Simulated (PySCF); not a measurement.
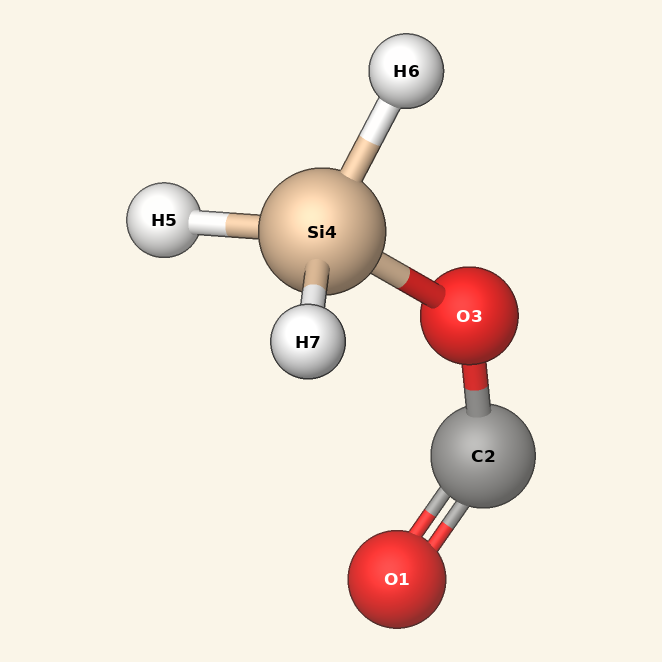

Charge 0, doublet. The geometry was computed by an optimisation with GFN2-xTB. No frequency run is at hand to confirm it as a minimum. Method: UKS B3LYP, pcH-1 on C H O Si, non-relativistic (PySCF 2.14.0).

Give the isotropic hyperfine couplings (Fermi-contact term alone) of O1, C2, O3, Si4, H5, H6, H7.

```tsv
atom	isotope	a_iso (MHz)
O1	17O	−62.6
C2	13C	605.7
O3	17O	−263.3
Si4	29Si	−50.0
H5	1H	2.9
H6	1H	−2.8
H7	1H	2.8
```

The geometry is semi-empirical. Around Si such bond lengths and angles can be off by a tenth of an ångström or more and by several degrees, and values that hang on the shape move with them.
